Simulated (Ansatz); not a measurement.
**CH₄FNOSi: basis-set convergence**

Aim: see how fast density functionals converge with the basis set for CH₄FNOSi.

Program: Ansatz 0.2.0, Gaussian basis. Level of theory: one geometry, several basis sets. These are calculated values, not measurements.

Plan: PBE0-D4/def2-SVP; ωB97M-V/def2-SVP; PBE0-D4/def2-QZVPP; ωB97M-V/def2-QZVPP; the functionals' def2-TZVPP values are taken from earlier runs.

## 1. The geometry

The geometry comes from an earlier relaxation with PBE0-D4 in a triple-zeta def2 set; it is a stationary point, not always the lowest conformer.

9 atoms, charge 0, spin multiplicity 1.

Atoms are counted from 1 here; the program's logs count them from 0.

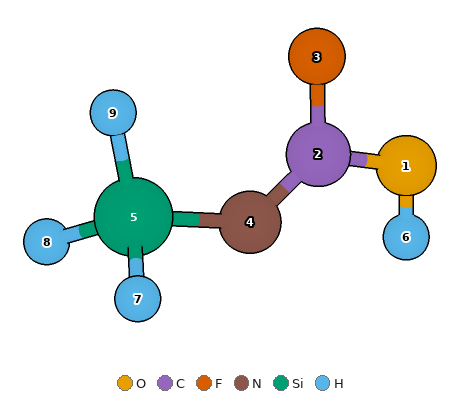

The geometry (oxygen amber, carbon purple, fluorine orange, nitrogen brown, silicon teal, hydrogen blue); atoms are numbered from 1 in the order of the file.

## 2. PBE0-D4 in def2-SVP

Contents of in.yaml:

```yaml
crystal:
  periodic: [false, false, false]
  atoms:
    - {symbol: O, position_ang: [-1.699013, 1.438153, 1.020917]}
    - {symbol: C, position_ang: [-0.711861, 0.588319, 0.776762]}
    - {symbol: F, position_ang: [-0.268486, 0.147383, 1.949274]}
    - {symbol: N, position_ang: [-0.276710, 0.260208, -0.337522]}
    - {symbol: Si, position_ang: [0.991867, -0.825921, -0.777312]}
    - {symbol: H, position_ang: [-2.010476, 1.749508, 0.162008]}
    - {symbol: H, position_ang: [1.996273, -0.059029, -1.555110]}
    - {symbol: H, position_ang: [0.407018, -1.879169, -1.643603]}
    - {symbol: H, position_ang: [1.659789, -1.465850, 0.387487]}
basis:
  gaussian: {orbitals: def2-SVP}
hamiltonian: {xc: pbe0, dispersion: d4}
output: {orbitals: {seedname: orbitals}}
```

The run is started by

```bash
> ansatz run in.yaml --threads 2 --pin off --events-out ev --progress --plain --max-ram 4352MiB
```

Output:

```text
Functional definition: PBE0
  name "PBE0"
  cite "Adamo & Barone, J. Chem. Phys. 110, 6158 (1999) doi:10.1063/1.478522"
  cite "Perdew, Burke & Ernzerhof, Phys. Rev. Lett. 77, 3865 (1996) doi:10.1103/PhysRevLett.77.3865"
  parent pbe
  parameter a = 0.25
  parameter kappa = 0.804
  parameter beta = 0.06672455060314922
  exchange = (1 - a)*pbe_x(kappa = kappa, mu = beta*pi^2/3) + a*exact_x
  correlation = pbe_c(beta = beta)
1049 factors; their error is unknown
mean field evaluation 1: about -15209.2420 eV, gradient 5.5e1 eV
mean field evaluation 2: about -15202.5646 eV, gradient 7.8e1 eV
mean field evaluation 4: about -15214.7597 eV, gradient 3.8e0 eV
mean field evaluation 8: about -15214.7853 eV, gradient 7.3e-2 eV
mean field evaluation 16: about -15214.8427 eV, gradient 3.4e-5 eV
mean field -15214.84273027 eV, -559.1351573466 hartree, gradient 3.4e-5 eV, S^2 0.000000; 0 other end points of the search recorded, 0 dependent functions left out
reference -15214.84275368 eV, -559.1351582068 hartree; 24, 24 occupied and 70, 70 virtual orbitals, 1049 factors
Total energy: -15214.98137671 eV, -559.1402525094 hartree
```

It took 1.1 s on 2 threads of AMD EPYC 7B13, shared host.

## 3. ωB97M-V in def2-SVP

in.yaml, as its differences from that of step 2:

```diff
@@ -14,3 +14,3 @@
   gaussian: {orbitals: def2-SVP}
-hamiltonian: {xc: pbe0, dispersion: d4}
+hamiltonian: {xc: {name: wB97M-V}}
 output: {orbitals: {seedname: orbitals}}
```

Same command.

Output, shortened:

```text
Functional definition: wB97M-V
  name "wB97M-V"
  cite "Mardirossian & Head-Gordon, J. Chem. Phys. 144, 214110 (2016) doi:10.1063/1.4952647"
  cite "Becke, J. Chem. Phys. 107, 8554 (1997) doi:10.1063/1.475007"
  cite "Vydrov & Van Voorhis, J. Chem. Phys. 133, 244103 (2010) doi:10.1063/1.3521275"
  # Of w^i u^j: cxij and so on, Table III.
[...]
  gx(w, u) = 1 - cx + cx01*u + cx10*w
  gss(w, u) = css00 + css04*u^4 + css10*w + css20*w^2 + css43*w^4*u^3
  gos(w, u) = cos00 + cos10*w + (cos20 + cos21*u)*w^2 + (cos60 + cos61*u)*w^6
[...]
      + integral(e_c_pw_mod_opposite_spin*gos(b97_w_opposite, b97_u_opposite)) + vv10(b, c)
1049 factors; their error is unknown
256 factors; integrals over basis functions are off by at most 8.2e-6 eV
[...]
mean field -15222.93488844 eV, -559.4325386744 hartree, gradient 2.6e-5 eV, S^2 0.000000; 0 other end points of the search recorded, 0 dependent functions left out
reference -15222.93492471 eV, -559.4325400073 hartree; 24, 24 occupied and 70, 70 virtual orbitals, 1049 factors
Total energy: -15222.93492471 eV, -559.4325400073 hartree
```

Run time: 3.7 s. Hardware: 2 threads of AMD EPYC 7B13, shared host.

## 4. PBE0-D4 in def2-QZVPP

in.yaml, as its differences from that of step 3:

```diff
@@ -13,4 +13,4 @@
 basis:
-  gaussian: {orbitals: def2-SVP}
-hamiltonian: {xc: {name: wB97M-V}}
+  gaussian: {orbitals: "def2-QZVPP.json"}
+hamiltonian: {xc: pbe0, dispersion: d4}
 output: {orbitals: {seedname: orbitals}}
```

Same command.

Output:

```text
Functional definition: PBE0
  name "PBE0"
  cite "Adamo & Barone, J. Chem. Phys. 110, 6158 (1999) doi:10.1063/1.478522"
  cite "Perdew, Burke & Ernzerhof, Phys. Rev. Lett. 77, 3865 (1996) doi:10.1103/PhysRevLett.77.3865"
  parent pbe
  parameter a = 0.25
  parameter kappa = 0.804
  parameter beta = 0.06672455060314922
  exchange = (1 - a)*pbe_x(kappa = kappa, mu = beta*pi^2/3) + a*exact_x
  correlation = pbe_c(beta = beta)
1340 factors; their error is unknown
mean field evaluation 1: about -15219.8511 eV, gradient 6.5e1 eV
mean field evaluation 2: about -15210.6713 eV, gradient 9.0e1 eV
mean field evaluation 4: about -15226.9765 eV, gradient 6.0e0 eV
mean field evaluation 8: about -15227.0311 eV, gradient 1.6e-1 eV
mean field evaluation 16: about -15227.0422 eV, gradient 9.9e-5 eV
mean field -15227.04218295 eV, -559.5834789636 hartree, gradient 1.9e-5 eV, S^2 0.000000; 0 other end points of the search recorded, 0 dependent functions left out
reference -15227.04221949 eV, -559.5834803064 hartree; 24, 24 occupied and 394, 394 virtual orbitals, 1340 factors
Total energy: -15227.18084253 eV, -559.5885746091 hartree
```

Run time: 8.5 s. Hardware: 2 threads of AMD EPYC 7B13, shared host; peak memory 1.1 GiB.

## 5. ωB97M-V in def2-QZVPP

in.yaml, as its differences from that of step 4:

```diff
@@ -14,3 +14,3 @@
   gaussian: {orbitals: "def2-QZVPP.json"}
-hamiltonian: {xc: pbe0, dispersion: d4}
+hamiltonian: {xc: {name: wB97M-V}}
 output: {orbitals: {seedname: orbitals}}
```

The command is unchanged.

Output, shortened:

```text
Functional definition: wB97M-V
  name "wB97M-V"
  cite "Mardirossian & Head-Gordon, J. Chem. Phys. 144, 214110 (2016) doi:10.1063/1.4952647"
  cite "Becke, J. Chem. Phys. 107, 8554 (1997) doi:10.1063/1.475007"
  cite "Vydrov & Van Voorhis, J. Chem. Phys. 133, 244103 (2010) doi:10.1063/1.3521275"
  # Of w^i u^j: cxij and so on, Table III.
[...]
  gx(w, u) = 1 - cx + cx01*u + cx10*w
  gss(w, u) = css00 + css04*u^4 + css10*w + css20*w^2 + css43*w^4*u^3
  gos(w, u) = cos00 + cos10*w + (cos20 + cos21*u)*w^2 + (cos60 + cos61*u)*w^6
[...]
      + integral(e_c_pw_mod_opposite_spin*gos(b97_w_opposite, b97_u_opposite)) + vv10(b, c)
1320 factors; their error is unknown
314 factors; integrals over basis functions are off by at most 1.1e-5 eV
[...]
mean field -15235.32790804 eV, -559.8879737443 hartree, gradient 4.7e-5 eV, S^2 0.000000; 0 other end points of the search recorded, 0 dependent functions left out
reference -15235.32796656 eV, -559.8879758949 hartree; 24, 24 occupied and 394, 394 virtual orbitals, 1320 factors
Total energy: -15235.32796656 eV, -559.8879758949 hartree
```

Run time: 18 s. Hardware: 2 threads of AMD EPYC 7B13, shared host; peak memory 1.4 GiB.

## 6. Density functionals: the series

The def2-TZVPP values come from earlier runs at the same geometry.

| functional | basis | functions | energy (eV) | from the largest (eV) | HOMO (eV) | LUMO (eV) |
| --- | --- | --- | --- | --- | --- | --- |
| PBE0-D4 | def2-SVP | 94 | -15214.9814 | 12.199 | -8.10 | 0.37 |
| PBE0-D4 | def2-TZVPP | 222 | -15226.5210 | 0.660 | -8.24 | 0.19 |
| PBE0-D4 | def2-QZVPP | 418 | -15227.1808 | 0.000 | -8.27 | 0.09 |
| ωB97M-V | def2-SVP | 94 | -15222.9349 | 12.393 | -10.39 | 2.64 |
| ωB97M-V | def2-TZVPP | 222 | -15234.7146 | 0.613 | -10.57 | 1.92 |
| ωB97M-V | def2-QZVPP | 418 | -15235.3280 | 0.000 | -10.60 | 1.33 |

## 7. Summary of results

```
                                       quantity           value
PBE0-D4: double and triple zeta above quadruple  12.20, 0.66 eV
ωB97M-V: double and triple zeta above quadruple  12.39, 0.61 eV
```

What this shows: For PBE0-D4 the step from double to triple zeta gains 11.54 eV and the next only 0.66 eV. Total energies overstate the basis error of differences, where much of it tends to cancel. The LUMO of ωB97M-V is positive and keeps falling with the basis (2.64 to 1.33 eV): an unbound level that the basis holds in place.

For PBE0-D4 the largest set took about 8 times as long as the smallest (8.5 s against 1.1 s).
